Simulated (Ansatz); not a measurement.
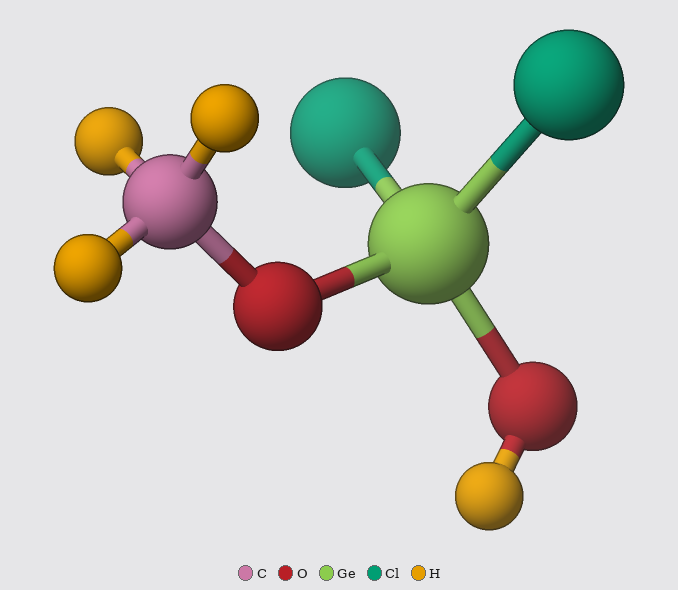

Computed geometry: PBE0-D4/def2-TZVP optimisation. No frequency run is at hand to confirm it as a minimum. Program: Ansatz 0.2.0.

At this fixed geometry, give HOMO–LUMO gap (eV), HOMO energy (eV) at these levels: B3LYP-D4/def2-TZVPP; PBE-D4/def2-TZVPP; PBE0-D4/def2-TZVPP; r2SCAN-D4/def2-TZVPP; ωB97M-V/def2-TZVPP; ωB97X-V/def2-TZVPP.

| level | HOMO–LUMO gap (eV) | HOMO energy (eV) |
| --- | --- | --- |
| B3LYP-D4/def2-TZVPP | 7.17 | −8.55 |
| PBE-D4/def2-TZVPP | 5.09 | −7.17 |
| PBE0-D4/def2-TZVPP | 7.77 | −8.81 |
| r2SCAN-D4/def2-TZVPP | 5.77 | −7.55 |
| ωB97M-V/def2-TZVPP | 12.20 | −11.21 |
| ωB97X-V/def2-TZVPP | 12.50 | −11.31 |
